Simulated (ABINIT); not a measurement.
## Diamond (Fd-3m, 2 atoms a cell): G0W0 in ABINIT against the screening cutoff in the self-energy

Wanted: the cheapest screening cutoff in the self-energy that holds the gap of Diamond (Fd-3m, 2 atoms a cell).

Calculated with ABINIT 10.8.3; PBE and many-body steps on it, plane waves.

## Step 1: The starting structure

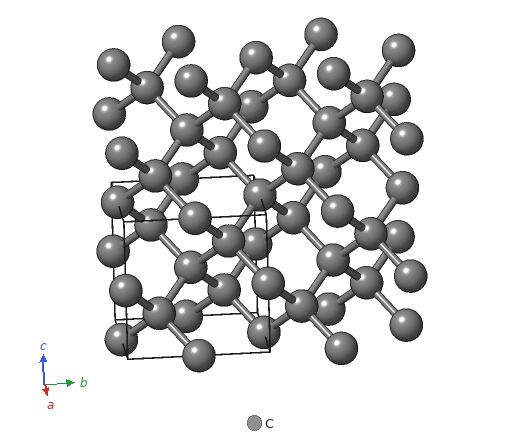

The starting structure, seen slightly off an axis (carbon grey). 1×2×2 cells are drawn. This picture shows the conventional cell, with its axes. Some periodic images of atoms are drawn too.

The cell and positions come from the Crystallography Open Database and are kept as given unless a step says otherwise.

## Step 2: Screening, 8×8×8 mesh, 210 bands, screening to 435.4 eV

This step: ABINIT 10.8.3; RPA screening on PBE, plane waves, norm-conserving pseudopotentials.

The RPA dielectric matrix is built and inverted for each q.

run.abi

```
acell 3*1.0 Angstrom
rprim 
  -0.000000000000 1.783370000000 1.783370000000
  1.783370000000 -0.000000000000 1.783370000000
  1.783370000000 1.783370000000 0.000000000000
ntypat 1
znucl 6
natom 2
typat 1 1
xred 
  -0.000000000000 0.000000000000 0.000000000000
  0.250000000000 0.250000000000 0.250000000000
pp_dirpath "pseudos"
pseudos "C.upf"
ecut 37
ngkpt 8 8 8
nshiftk 1
shiftk 0 0 0
kptopt 1
chksymbreak 0
istwfk *1
occopt 1
irdwfk 1
optdriver 3
nband 210
ecuteps 16
inclvkb 2
awtr 1
symchi 1
indata_prefix "in"
outdata_prefix "out"
tmpdata_prefix "tmp"
```

On the command line:

```
> OMP_NUM_THREADS=1 mpirun -n 8 abinit run.abi > log
```

Output:

```text
.Version 10.8.3 of ABINIT. v10.8.2 released Aug 2026.

 Symmetries : space group Fd -3 m (#227); Bravais cF (face-center cubic)
[... echo of the input left out ...]
== DATASET  1 ==================================================================
-   mpi_nproc: 8, omp_nthreads: 1 (-1 if OMP is not activated)

--- !DatasetInfo
iteration_state: {dtset: 1, }
dimensions: {natom: 2, nkpt: 29, mband: 210, nsppol: 1, nspinor: 1, nspden: 1, mpw: 869, }
cutoff_energies: {ecut:  37.0, pawecutdg:  -1.0, }
electrons: {nelect:   8.00000000E+00, charge:   0.00000000E+00, occopt:   1.00000000E+00, tsmear:   1.00000000E-02, }

 SCREENING: Calculation of the susceptibility and dielectric matrices

 Based on a program developped by R.W. Godby, V. Olevano, G. Onida, and L. Reining.
 Incorporated in ABINIT by V. Olevano, G.-M. Rignanese, and M. Torrent.
.Using double precision arithmetic ; gwpc =  8

[... cell and pseudopotentials left out ...]
--------------------------------------------------------------------------------

 ==== K-mesh for the wavefunctions ====
 Number of points in the irreducible wedge :    29
[... list of points left out ...]
 Together with 48 symmetry operations and time-reversal symmetry
 yields   512 points in the full Brillouin Zone.

 ==== Q-mesh for the screening function ====
 Number of points in the irreducible wedge :    29
[... list of points left out ...]
 Together with 48 symmetry operations and time-reversal symmetry
 yields   512 points in the full Brillouin Zone.

 setmesh: FFT mesh size selected  =    24x   24x   24
          total number of points  =        13824

 vcoul_init : cutoff-mode = AUXILIARY_FUNCTION
 q-points for optical limit:   1
     1)      0.000010    0.000020    0.000030

- screening: taking advantage of time-reversal symmetry
- Maximum band index for partially occupied states nbvw = 4
- Remaining bands to be divided among processors   nbcw = 206
- Number of bands treated by each node ~25

 Number of electrons calculated from density =    8.0000; Expected =    8.0000
 average of density, n =  0.104505
 r_s =    1.3170
 omega_plasma =   31.1835 [eV]

 calculating chi0 at frequencies [eV] :
  1    0.000000E+00    0.000000E+00
  2    0.000000E+00    3.118352E+01

--------------------------------------------------------------------------------
  q-point number  1        q = ( 0.000000, 0.000000, 0.000000) [r.l.u.]
--------------------------------------------------------------------------------
[... chi0 elements left out ...]
 For q-point:  0.000010 0.000020 0.000030
  dielectric constant =   5.5091
  dielectric constant without local fields =   5.9491

  Average fulfillment of the sum rule on Im[epsilon] for q-point    1 :     99.09  [%]
[... wings left out ...]
  q-point number  2        q = ( 0.125000, 0.000000, 0.000000) [r.l.u.]
--------------------------------------------------------------------------------
[... chi0 elements left out ...]
  Average fulfillment of the sum rule on Im[epsilon] for q-point    2 :    100.81  [%]

 [... 27 further q-points ...]
```

Elapsed: 4.2 min, on 8 MPI ranks of Arm Neoverse V1, shared host; peak memory 3 GiB.

This step gave:

```
ε∞ with local fields, on this mesh, along the program's q direction : 5.509
the same without local fields                                       : 5.949
plasma frequency                                                    : 31.18 eV
plane waves in the screening matrix                                 : 259
```

Local fields lower ε∞ by 7 %.

## Step 3: 1.6 Ha

This step: G0W0 on PBE, plane waves, norm-conserving pseudopotentials.

Changes to run.abi since step 2:

```diff
@@ -23,8 +23,17 @@
 irdwfk 1
-optdriver 3
+optdriver 4
 nband 210
-ecuteps 16
-inclvkb 2
-awtr 1
-symchi 1
+gwcalctyp 0
+ecutsigx 37
+symsigma 1
+nkptgw 2
+kptgw 
+  0.0000000000 0.0000000000 0.0000000000
+  0.3750000000 0.3750000000 0.0000000000
+bdgw 
+  2 7
+  3 6
+ecuteps 1.6
+irdscr 1
+ppmodel 1
 indata_prefix "in"
```

Output:

```text
.Version 10.8.3 of ABINIT. v10.8.2 released Aug 2026.

 Symmetries : space group Fd -3 m (#227); Bravais cF (face-center cubic)
[... echo of the input left out ...]
== DATASET  1 ==================================================================
-   mpi_nproc: 8, omp_nthreads: 1 (-1 if OMP is not activated)

--- !DatasetInfo
iteration_state: {dtset: 1, }
dimensions: {natom: 2, nkpt: 29, mband: 210, nsppol: 1, nspinor: 1, nspden: 1, mpw: 869, }
cutoff_energies: {ecut:  37.0, pawecutdg:  -1.0, }
electrons: {nelect:   8.00000000E+00, charge:   0.00000000E+00, occopt:   1.00000000E+00, tsmear:   1.00000000E-02, }

 SIGMA: Calculation of the GW corrections

 Based on a program developped by R.W. Godby, V. Olevano, G. Onida, and L. Reining.
 Incorporated in ABINIT by V. Olevano, G.-M. Rignanese, and M. Torrent.
.Using double precision arithmetic ; gwpc =  8

[... cell and pseudopotentials left out ...]
--------------------------------------------------------------------------------

 ==== K-mesh for the wavefunctions ====
 Number of points in the irreducible wedge :    29
[... list of points left out ...]
 Together with 48 symmetry operations and time-reversal symmetry
 yields   512 points in the full Brillouin Zone.

 ==== Q-mesh for screening function ====
 Number of points in the irreducible wedge :    29
[... list of points left out ...]
 Together with 48 symmetry operations and time-reversal symmetry
 yields   512 points in the full Brillouin Zone.

 vcoul_init : cutoff-mode = AUXILIARY_FUNCTION
 q-points for optical limit:   1
     1)      0.000010    0.000020    0.000030
 setmesh: FFT mesh size selected  =    32x   32x   32
          total number of points  =        32768

 Number of electrons calculated from density =    8.0000; Expected =    8.0000
 average of density, n =  0.104505
 r_s =    1.3170
 omega_plasma =   31.1835 [eV]

 === KS Band Gaps ===
  >>>> For spin  1
   Minimum direct gap =   5.6255 [eV], located at k-point      :   0.0000  0.0000  0.0000
   Fundamental gap    =   4.1901 [eV], Top of valence bands at :   0.0000  0.0000  0.0000
                                       Bottom of conduction at :   0.3750  0.3750  0.0000
 SIGMA fundamental parameters:
 PLASMON POLE MODEL  1
 number of plane-waves for SigmaX                  869
 number of plane-waves for SigmaC and W              9
 number of plane-waves for wavefunctions           869
 number of bands                                   210
 number of independent spin polarizations            1
 number of spinorial components                      1
 number of k-points in IBZ                          29
 number of q-points in IBZ                          29
 number of symmetry operations                      48
 number of k-points in BZ                          512
 number of q-points in BZ                          512
 number of frequencies for dSigma/dE                 9
 frequency step for dSigma/dE [eV]                0.25
 number of omega for Sigma on real axis              0
 max omega for Sigma on real axis  [eV]           0.00
 zcut for avoiding poles [eV]                     0.10

 EPSILON^-1 parameters (SCR file):
 dimension of the eps^-1 matrix on file            259
 dimension of the eps^-1 matrix used                 9
 number of plane-waves for wavefunctions           869
 number of bands                                   210
 number of q-points in IBZ                          29
 number of frequencies                               2
 number of real frequencies                          1
 number of imag frequencies                          1

 matrix elements of self-energy operator (all in [eV])

 Perturbative Calculation

--- !SelfEnergy_ee
iteration_state: {dtset: 1, }
kpoint     : [   0.000,    0.000,    0.000, ]
spin       : 1
KS_gap     :    5.626
QP_gap     :    7.300
Delta_QP_KS:    1.675
data: !SigmaeeData |
     Band     E0 <VxcDFT>   SigX SigC(E0)      Z dSigC/dE  Sig(E)    E-E0       E
        2  10.293 -16.962 -19.293   2.438   0.856  -0.168 -16.871   0.092  10.385
        3  10.293 -16.962 -19.293   2.438   0.856  -0.168 -16.871   0.092  10.385
        4  10.293 -16.962 -19.293   2.438   0.856  -0.168 -16.871   0.092  10.385
        5  15.918 -15.643  -9.539  -4.040   0.856  -0.168 -13.876   1.767  17.685
        6  15.918 -15.643  -9.539  -4.040   0.856  -0.168 -13.876   1.767  17.685
        7  15.918 -15.643  -9.539  -4.040   0.856  -0.168 -13.876   1.767  17.685

--- !SelfEnergy_ee
iteration_state: {dtset: 1, }
kpoint     : [   0.375,    0.375,    0.000, ]
spin       : 1
KS_gap     :    9.944
QP_gap     :   11.487
Delta_QP_KS:    1.543
data: !SigmaeeData |
     Band     E0 <VxcDFT>   SigX SigC(E0)      Z dSigC/dE  Sig(E)    E-E0       E
        3   4.539 -15.969 -20.469   3.904   0.838  -0.193 -16.468  -0.500   4.039
        4   4.539 -15.969 -20.469   3.904   0.838  -0.193 -16.468  -0.500   4.039
        5  14.483 -14.094  -8.673  -4.208   0.860  -0.163 -13.051   1.044  15.526
        6  17.096 -13.238  -7.304  -4.724   0.859  -0.165 -12.199   1.039  18.136

== END DATASET(S) ==============================================================
================================================================================

 -outvars: echo values of variables after computation  --------
           etotal      0.0000000000E+00
            nband         210
             nkpt          29
          spgroup         227
 [... the other variables as echoed above ...]

 Calculation completed.
```

Wall time 3.1 s (8 MPI ranks); peak memory 1.4 GiB.

This step gave:

* G0W0 gap on the points computed: 5.141 eV
* starting gap on the mesh: 4.190 eV
* k of the valence top: 0, 0, 0
* k of the conduction bottom: 0.375, 0.375, 0
* Z at the valence top: 0.856
* Z at the conduction bottom: 0.86
* least direct G0W0 gap on the computed points: 7.300 eV

## Step 4: 3.2 Ha

Changes to run.abi since step 3:

```diff
@@ -35,3 +35,3 @@
   3 6
-ecuteps 1.6
+ecuteps 3.2
 irdscr 1
```

Output:

```text
.Version 10.8.3 of ABINIT. v10.8.2 released Aug 2026.

 Symmetries : space group Fd -3 m (#227); Bravais cF (face-center cubic)
[... echo of the input left out ...]
== DATASET  1 ==================================================================
-   mpi_nproc: 8, omp_nthreads: 1 (-1 if OMP is not activated)

--- !DatasetInfo
iteration_state: {dtset: 1, }
dimensions: {natom: 2, nkpt: 29, mband: 210, nsppol: 1, nspinor: 1, nspden: 1, mpw: 869, }
cutoff_energies: {ecut:  37.0, pawecutdg:  -1.0, }
electrons: {nelect:   8.00000000E+00, charge:   0.00000000E+00, occopt:   1.00000000E+00, tsmear:   1.00000000E-02, }

 SIGMA: Calculation of the GW corrections

 Based on a program developped by R.W. Godby, V. Olevano, G. Onida, and L. Reining.
 Incorporated in ABINIT by V. Olevano, G.-M. Rignanese, and M. Torrent.
.Using double precision arithmetic ; gwpc =  8

[... cell and pseudopotentials left out ...]
--------------------------------------------------------------------------------

 ==== K-mesh for the wavefunctions ====
 Number of points in the irreducible wedge :    29
[... list of points left out ...]
 Together with 48 symmetry operations and time-reversal symmetry
 yields   512 points in the full Brillouin Zone.

 ==== Q-mesh for screening function ====
 Number of points in the irreducible wedge :    29
[... list of points left out ...]
 Together with 48 symmetry operations and time-reversal symmetry
 yields   512 points in the full Brillouin Zone.

 vcoul_init : cutoff-mode = AUXILIARY_FUNCTION
 q-points for optical limit:   1
     1)      0.000010    0.000020    0.000030
 setmesh: FFT mesh size selected  =    32x   32x   32
          total number of points  =        32768

 Number of electrons calculated from density =    8.0000; Expected =    8.0000
[...]
number of omega for Sigma on real axis              0
 max omega for Sigma on real axis  [eV]           0.00
 zcut for avoiding poles [eV]                     0.10

 EPSILON^-1 parameters (SCR file):
 dimension of the eps^-1 matrix on file            259
 dimension of the eps^-1 matrix used                15
 number of plane-waves for wavefunctions           869
 number of bands                                   210
 number of q-points in IBZ                          29
 number of frequencies                               2
 number of real frequencies                          1
 number of imag frequencies                          1

 matrix elements of self-energy operator (all in [eV])

 Perturbative Calculation

--- !SelfEnergy_ee
iteration_state: {dtset: 1, }
kpoint     : [   0.000,    0.000,    0.000, ]
spin       : 1
KS_gap     :    5.626
QP_gap     :    7.219
Delta_QP_KS:    1.593
data: !SigmaeeData |
     Band     E0 <VxcDFT>   SigX SigC(E0)      Z dSigC/dE  Sig(E)    E-E0       E
        2  10.293 -16.962 -19.293   2.137   0.842  -0.188 -17.125  -0.162  10.130
        3  10.293 -16.962 -19.293   2.137   0.842  -0.188 -17.125  -0.162  10.130
        4  10.293 -16.962 -19.293   2.137   0.842  -0.188 -17.125  -0.162  10.130
[...]
--- !SelfEnergy_ee
iteration_state: {dtset: 1, }
kpoint     : [   0.375,    0.375,    0.000, ]
spin       : 1
KS_gap     :    9.944
QP_gap     :   11.462
Delta_QP_KS:    1.518
data: !SigmaeeData |
     Band     E0 <VxcDFT>   SigX SigC(E0)      Z dSigC/dE  Sig(E)    E-E0       E
[...]
5  14.483 -14.094  -8.673  -4.430   0.850  -0.176 -13.251   0.843  15.326
        6  17.096 -13.238  -7.304  -5.034   0.850  -0.177 -12.473   0.766  17.862

== END DATASET(S) ==============================================================
================================================================================

 -outvars: echo values of variables after computation  --------
           etotal      0.0000000000E+00
            nband         210
             nkpt          29
          spgroup         227
 [... the other variables as echoed above ...]

 Calculation completed.
```

Wall time 3.1 s (8 MPI ranks); peak memory 1.4 GiB.

Numbers from this step:

| Item | Value |
| --- | --- |
| G0W0 gap on the points computed | 5.196 eV |
| starting gap on the mesh | 4.190 eV |
| k of the valence top | 0, 0, 0 |
| k of the conduction bottom | 0.375, 0.375, 0 |
| Z at the valence top | 0.842 |
| Z at the conduction bottom | 0.85 |
| least direct G0W0 gap on the computed points | 7.219 eV |

## Step 5: 5.6 Ha

The self-energy is evaluated for the states that the input lists, and the levels follow from it, in one-shot runs by the linearised quasiparticle equation.

Changes to run.abi since step 4:

```diff
@@ -35,3 +35,3 @@
   3 6
-ecuteps 3.2
+ecuteps 5.6
 irdscr 1
```

Output:

```text
.Version 10.8.3 of ABINIT. v10.8.2 released Aug 2026.

 Symmetries : space group Fd -3 m (#227); Bravais cF (face-center cubic)
[... echo of the input left out ...]
== DATASET  1 ==================================================================
-   mpi_nproc: 8, omp_nthreads: 1 (-1 if OMP is not activated)

--- !DatasetInfo
iteration_state: {dtset: 1, }
dimensions: {natom: 2, nkpt: 29, mband: 210, nsppol: 1, nspinor: 1, nspden: 1, mpw: 869, }
cutoff_energies: {ecut:  37.0, pawecutdg:  -1.0, }
[...]
Band     E0 <VxcDFT>   SigX SigC(E0)      Z dSigC/dE  Sig(E)    E-E0       E
[...]
5  14.483 -14.094  -8.673  -4.783   0.842  -0.187 -13.556   0.538  15.021
        6  17.096 -13.238  -7.304  -5.321   0.843  -0.186 -12.721   0.517  17.613

== END DATASET(S) ==============================================================
================================================================================

 -outvars: echo values of variables after computation  --------
           etotal      0.0000000000E+00
            nband         210
             nkpt          29
          spgroup         227
 [... the other variables as echoed above ...]

 Calculation completed.
```

Elapsed: 5.5 s, on 8 MPI ranks; peak memory 1.5 GiB; 43 s of CPU time.

This step gave:

| Property | Result |
| --- | --- |
| G0W0 gap on the points computed | 5.444 eV |
| starting gap on the mesh | 4.190 eV |
| k of the valence top | 0, 0, 0 |
| k of the conduction bottom | 0.375, 0.375, 0 |
| least direct G0W0 gap on the computed points | 7.353 eV |

The gap on the mesh goes from 4.19 eV to 5.44 eV, a correction of +1.25 eV.

(Continued in part 2 of 2.)

[Paths, hosts, dates, memory and timing lines, banners, echoed tables and standing remarks are left out of the program output.]

[Logs are printed without paths, hosts, clocks, repeated set-up lines and the standing remarks that a program may print on its own settings, such as how far it seeks lower states.]

[Runs of the session that timed out or met a known fault of the program may be left out.]

[Hosts, paths, dates, database ids (printed as entryN), source tags and the programs' standing remarks are cut or masked in the printed files.]

[G0W0 gaps are taken among the corrected bands and points alone; a level outside them can change the order at an edge.]

[Where Ansatz stands beside ABINIT at settings called matched, ABINIT's density can come from a denser mesh and the files from another edition; pairs whose starting gaps differed by over 0.03 eV were left out, so agreement reads better than it is.]
